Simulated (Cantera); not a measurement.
A closed system holds: 1 mol BN, 10 mol O2, 12 mol HF, held at 17.3 Torr.

Equilibrium computed with Cantera from the NASA thermochemical tables; the gas is ideal and each condensed phase is pure. Candidate condensed phases: B, BN, B2O3, B3O3H3, H2O; 62 gas species. Gases not in the tables: H3BO3. The numbers say what is thermodynamically allowed, not how fast it happens.

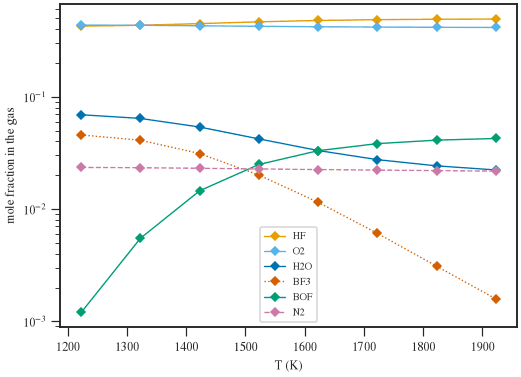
*Equilibrium gas composition (values under 1e-9 drawn at 1e-9)*

From 1223 K to 1923 K nothing is condensed.
